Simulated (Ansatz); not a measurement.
# H2S (hydrogen sulfide): FCI/6-31G(d) (spherical functions)

Aim: the vertical singlet–triplet gap of H2S (hydrogen sulfide) at FCI/6-31G* (spherical functions), from 2 runs. 

Program for the calculation: Ansatz 0.2.0.

56 further runs of the same task are left out: 2 that didn't finish, 54 set aside as unsound or not needed.

### 1 The molecule

The species is H2S (3 atoms), meant as a singlet with charge 0. SMILES: `S`. The shape is that of a PBE0-D4/def2-TZVP optimisation.

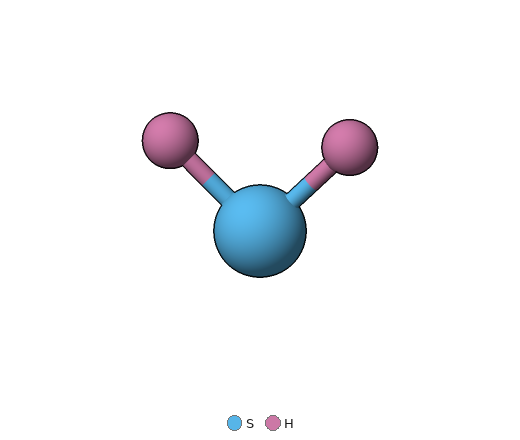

The structure, seen from a chosen angle (sulfur blue, hydrogen pink).

### 2 The energy at FCI/6-31G(d) (spherical functions)

run.yaml

```yaml
crystal:
  periodic: [false, false, false]
  atoms:
    - {symbol: S, position_ang: [0.495500, -0.280600, 0.243900]}
    - {symbol: H, position_ang: [0.097900, 0.997700, 0.162400]}
    - {symbol: H, position_ang: [-0.593400, -0.717100, -0.406300]}
basis:
  gaussian:
    orbitals: 6-31G_st_-spherical.json
correlation:
  method: fci
  frozen_orbitals: {H: 0, S: 5}
accuracy: high
```

The basis set 6-31G* is read from a file made from the Basis Set Exchange's data (not shown).

Started as:

```bash
$ ansatz run run.yaml --threads 1 --pin off --max-ram 2610MiB --events-out events.jsonl --progress --plain --runs-dir runs
```

Standard output:

```text
Warning: RAYON_NUM_THREADS=1 ignored (pool sized by the plan → 1); use --threads N
Functional definition: HF
  name "HF"
  exchange = exact_x
  correlation = 0
381 factors; integrals over basis functions are off by at most 6.3e-9 eV
mean field evaluation 1: about -10847.6262 eV, gradient 1.2e1 eV
mean field evaluation 2: about -10847.6267 eV, gradient 1.2e1 eV
mean field evaluation 4: about -10848.2334 eV, gradient 9.1e-1 eV
mean field evaluation 8: about -10848.2381 eV, gradient 2.6e-4 eV
mean field -10848.23807730 eV, -398.6653961409 hartree, gradient 7.5e-9 eV, S^2 0.000000; 0 other end points of the search recorded, 0 dependent functions left out
5 core orbitals not correlated: weight in the atoms' cores, before any rotation towards them, 1.000 or more for the frozen orbitals, at most 0.000 for the correlated occupied ones
reference -10848.23807730 eV, -398.6653961409 hartree; 4, 4 occupied and 13, 13 virtual orbitals, 381 factors
state -10852.20836549 eV, -398.8113015406 hartree
Total energy: -10852.20836549 eV, -398.8113015406 hartree
```

Run time: 9.3 s. Hardware: 1 thread of Arm Neoverse V1, shared host; peak memory 0.31 GiB.

### 3 The triplet at the same level

job.yaml

```yaml
crystal:
  periodic: [false, false, false]
  atoms:
    - {symbol: S, position_ang: [0.495500, -0.280600, 0.243900]}
    - {symbol: H, position_ang: [0.097900, 0.997700, 0.162400]}
    - {symbol: H, position_ang: [-0.593400, -0.717100, -0.406300]}
basis:
  gaussian:
    orbitals: 6-31G_st_-spherical.json
magnetization:
  spin_polarized: true
  initial_magnetization: 2
correlation:
  method: fci
  frozen_orbitals: {H: 0, S: 5}
accuracy: high
```

The basis set 6-31G* is read from a file made from the Basis Set Exchange's data (not shown).

Started as:

```bash
$ ansatz run job.yaml --threads 1 --pin off --max-ram 2610MiB --events-out events.jsonl --progress --plain --runs-dir runs
```

Standard output:

```text
Warning: RAYON_NUM_THREADS=1 ignored (pool sized by the plan → 1); use --threads N
[... 4 set-up lines as earlier in the session ...]
383 factors; integrals over basis functions are off by at most 6.3e-9 eV
mean field evaluation 1: about -10842.2097 eV, gradient 7.5e0 eV
mean field evaluation 2: about -10842.2177 eV, gradient 7.5e0 eV
mean field evaluation 4: about -10842.7401 eV, gradient 8.5e-1 eV
mean field evaluation 8: about -10842.7518 eV, gradient 4.1e-2 eV
mean field evaluation 16: about -10842.6049 eV, gradient 1.3e0 eV
mean field -10842.75180571 eV, -398.4637793787 hartree, gradient 2.8e-8 eV, S^2 2.016821; 2 other end points of the search recorded, 0 dependent functions left out
5 core orbitals not correlated: weight in the atoms' cores, before any rotation towards them, 1.000 or more for the frozen orbitals, at most 0.000 for the correlated occupied ones
reference -10842.60842999 eV, -398.4585104181 hartree; 5, 3 occupied and 12, 14 virtual orbitals, 383 factors
state -10846.24713554 eV, -398.5922303808 hartree
Total energy: -10846.24713554 eV, -398.5922303808 hartree
```

It took 15 s on 1 thread of Arm Neoverse V1, shared host; peak memory 0.31 GiB.

### 4 What came out

Level: FCI/6-31G* (spherical functions), 5 core orbitals frozen.

```
                                            quantity          value
                               singlet: total energy  -398.81130 Eh
singlet: correlation energy (5 core orbitals frozen)     -145.9 mEh
                               triplet: total energy  -398.59223 Eh
triplet: correlation energy (5 core orbitals frozen)     -133.7 mEh
    vertical energy of the triplet above the singlet       5.961 eV
```

**Reading.** At this shape the triplet lies 5.96 eV (575 kJ/mol) above the singlet.
